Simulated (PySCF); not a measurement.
# Ge(OEt)H3 (C₂H₈GeO): electronic structure

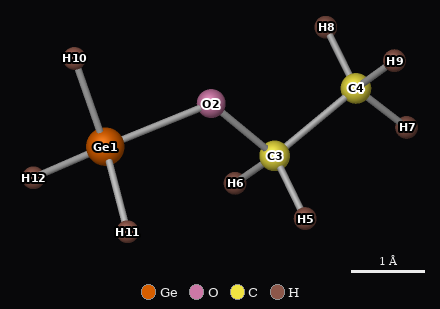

The molecule, with its atoms numbered as below. No frequency check shows the geometry to be a minimum.

Coordinates in Å:

```
Ge1     -1.2008    0.0048   -0.0025
O2       0.4996    0.3783    0.0179
C3       1.5717   -0.5438    0.0060
C4       2.8791    0.2316   -0.0093
H5       1.5275   -1.1863    0.8949
H6       1.5084   -1.1896   -0.8794
H7       3.7201   -0.4564    0.0018
H8       2.9322    0.8498   -0.9016
H9       2.9329    0.8790    0.8620
H10     -1.7707    1.3765    0.0305
H11     -1.5715   -0.8224    1.1993
H12     -1.5545   -0.7573   -1.2515
```

Part 1: Bonding charge

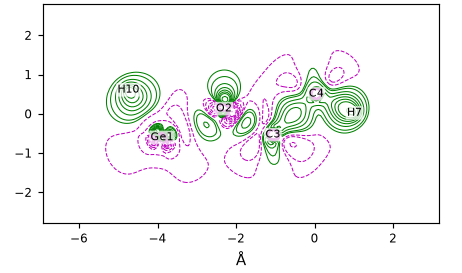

Deformation density (molecule less spherical, spin-averaged free atoms) in the plane of Ge1, O2, C3, C4, H7 and H10; contours at ±0.05 to ±0.8 e/Å³; solid green lines: gain, dashed magenta lines: loss.

Computed with PySCF, B3LYP/cc-pVDZ, geometry: GFN2-xTB.

> Describe the bonding that the map shows.

C4–H7: +0.64 e/Å³ at the bond critical point (bond length 1.09 Å, Mayer order 1.0). C3–C4: +0.47 e/Å³ at the bond critical point (bond length 1.52 Å, Mayer order 1.1). Ge1–H10: +0.24 e/Å³ at the bond critical point (bond length 1.49 Å, Mayer order 0.9). O2–C3: +0.03 e/Å³ at the bond critical point (bond length 1.41 Å, Mayer order 1.0); up to 0.6 Å beside the axis the gain reaches +0.24 e/Å³. Ge1–O2: −0.02 e/Å³ at the bond critical point (bond length 1.74 Å, Mayer order 1.0); up to 0.6 Å beside the axis the gain reaches +0.19 e/Å³. In all, 2.6 electrons gather in the regions of gain relative to the promolecule. A small or negative value marks a very polar bond, one between electron-rich atoms, whose free-atom densities already overlap strongly, a long bond to a heavier atom, or a closed-shell contact such as a hydrogen bond.

> Where do the Hirshfeld charges lie?

The highest Hirshfeld charge is on Ge1 (+0.39 e), the lowest on O2 (−0.23 e).

```csv
atom,charge (e)
Ge1,+0.39
O2,−0.23
C3,+0.01
C4,−0.11
H5,+0.02
H6,+0.02
H7,+0.04
H8,+0.04
H9,+0.04
H10,−0.07
H11,−0.08
H12,−0.08
```

Part 2: Local ionisation energy

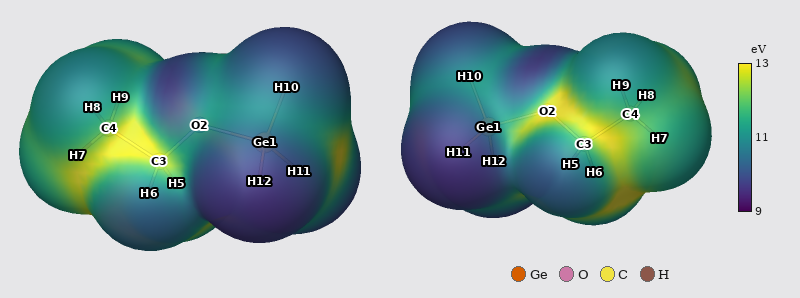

Average local ionisation energy on the surface of electron density 0.001 a.u. (back view left, front view right).

> Locate the minima of the map.

The lowest value is 9.5 eV, 1.5 Å from H11, and at like points elsewhere. Further minima include 9.6 eV, 1.8 Å from O2, and at like points elsewhere; 9.9 eV, 1.4 Å from H10; 10.2 eV, 1.4 Å from H5. For comparison, the highest occupied orbital lies at −7.2 eV.

Part 3: Removing or adding an electron

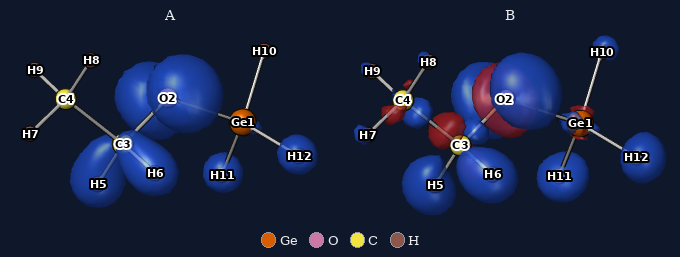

The Fukui function f⁻ from two separate SCF calculations and the density of the HOMO, at ±0.04 e/Å³ (blue positive, red negative).

PySCF calculation, B3LYP/def2-SVPD, gas phase; geometry: GFN2-xTB.

> Which panel is which, and how good is the frozen-orbital picture?

B is f⁻ (it has negative regions), A the HOMO density. The HOMO lies on O2 (55 %), C3 (11 %) and Ge1 (9 %); f⁻ (Hirshfeld-condensed) is largest on O2 (0.27); the vertical ionisation energy is 9.84 eV (the stability of the cation's solution wasn't checked). Relaxation shifts 33 % of the electron between atoms. The orbital energy is −7.49 eV.
